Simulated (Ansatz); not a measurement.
ClGaH$_{2}$···SiH$_{4}$

Input file:

```
crystal:
  periodic: [false, false, false]
  atoms:
    - { symbol: Ga, position_ang: [0.042667, 0.457976, -0.031018] }
    - { symbol: H, position_ang: [-0.010449, 0.51644, 1.529925] }
    - { symbol: H, position_ang: [1.291785, 0.299739, -0.951179] }
    - { symbol: Cl, position_ang: [-1.869306, 0.476781, -1.036817] }
    - { symbol: Si, position_ang: [-0.342061, -2.80745, 1.24747] }
    - { symbol: H, position_ang: [-0.760282, -3.228929, -0.120061] }
    - { symbol: H, position_ang: [0.920533, -3.502852, 1.63269] }
    - { symbol: H, position_ang: [-1.421266, -3.099636, 2.23339] }
    - { symbol: H, position_ang: [-0.09802, -1.345569, 1.273099] }
basis:
  gaussian: { orbitals: def2-SVP }
hamiltonian:
  xc: pbe0
  dispersion: d4
relax:
  f_tol: 0.03
  max_steps: 50
output:
  orbitals: {}
```

Run with:

```sh
ansatz run input.yaml --threads 2 --pin off --max-ram 3072MiB --backend cpu --events-out ev --progress --plain --runs-dir out
```

The fields are those of the run's last geometry, not of the input's.

Level of theory: RKS PBE0-D4/def2-SVP in Ansatz.

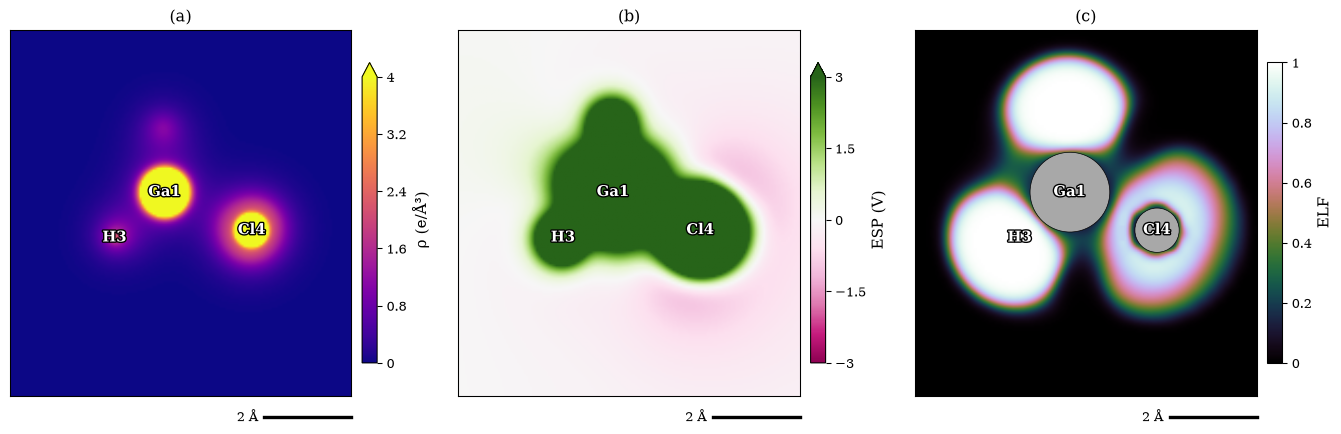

Figure 1. (a) electron density; (b) molecular electrostatic potential; (c) ELF on the plane of atoms H3, Ga1 and Cl4. Grey discs cover the atomic cores in the ELF map.

Q: Describe what can be read from this map.

A:
- The plane passes through Ga, H and Cl nuclei.
- Ga–Cl (2.19 Å): ρ at the midpoint is about 0.63 e/Å³; the ELF peaks at about 0.85 in the valence shell of Cl, 0.8 Å from its nucleus, and is about 0.55 at the midpoint.
- Ga–H (1.56 Å): the density is about 0.99 e/Å³ at the midpoint; the ELF climbs to about 1 towards the hydrogen.
- The ELF also peaks beside Cl4, away from the bonds: lone-pair regions.
- Outside the dense part of the complex the potential is most negative (−1.0 V) near Cl4.

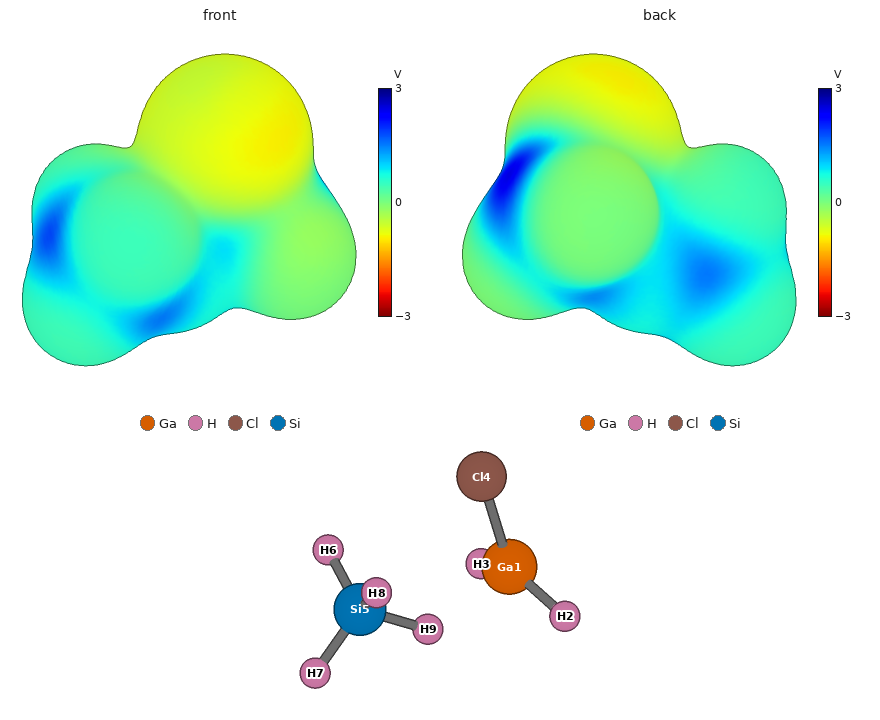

Figure 2. The electrostatic potential painted on the density surface at 0.002 e/bohr³, seen from the front and from behind; red is negative and blue positive. The bare structure is drawn below in the same view.

Q: Which sites attract a positive test charge, and which a negative one?

A: A positive charge is drawn to the negative regions and a negative charge to the positive ones. The most negative region (about −0.9 V) lies over Cl4, the most positive (about +2.2 V) over Ga1.

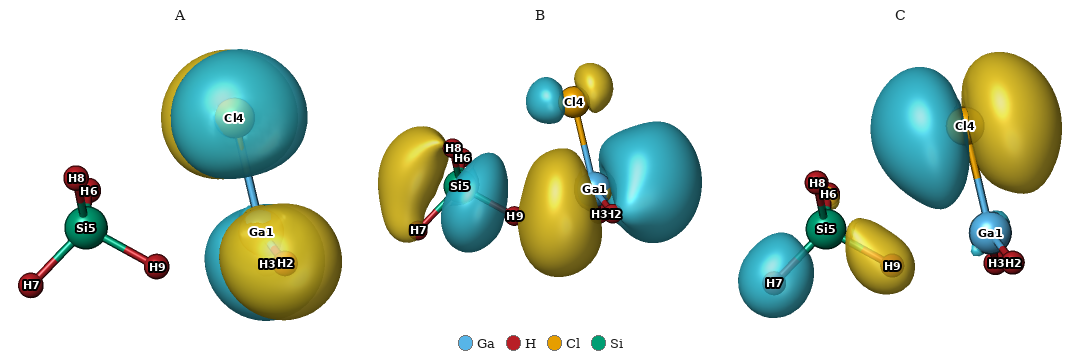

Figure 3. Three frontier orbitals at ±0.08 Å⁻³ᐟ² (yellow and cyan are the two phases), in no order.

Q: Which picture is the HOMO−1, the HOMO and the LUMO?

A: C is the HOMO−1 (−8.64 eV). Its weight (Hirshfeld) is mainly on Cl4 (about 80 %) and Ga1 (about 5 %); largely a lone pair of Cl4. A is the HOMO (−8.09 eV). By Hirshfeld shares it lies mainly on Cl4 (about 60 %), Ga1 (about 15 %), H3 (about 10 %) and H2 (about 10 %). B is the LUMO (−1.21 eV). It lies mainly on Ga1 (about 55 %), Si5 (about 20 %) and H9 (about 10 %).

Q: What is the HOMO–LUMO gap?

A: 6.88 eV between the orbital energies.

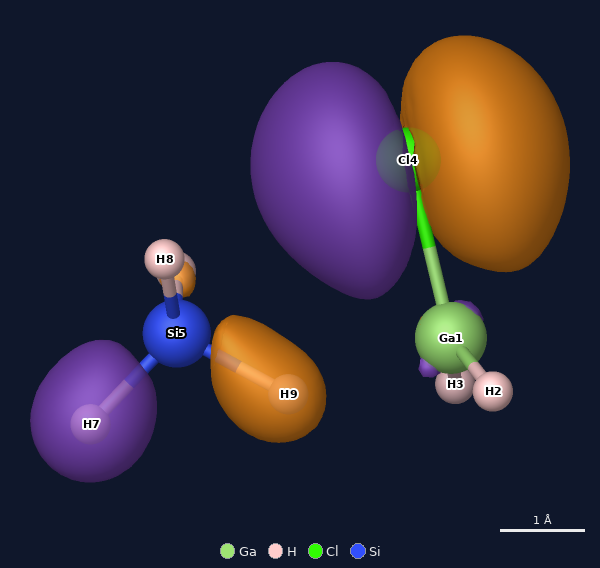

Figure 4. The HOMO−1 at ±0.08 Å⁻³ᐟ² (orange and purple are the two phases), seen at a tilt.

Q: Where does this orbital lie, and at what energy?

A: By Hirshfeld shares it lies mainly on Cl4 (about 80 %) and Ga1 (about 5 %); largely a lone pair of Cl4. Its energy is −8.64 eV.
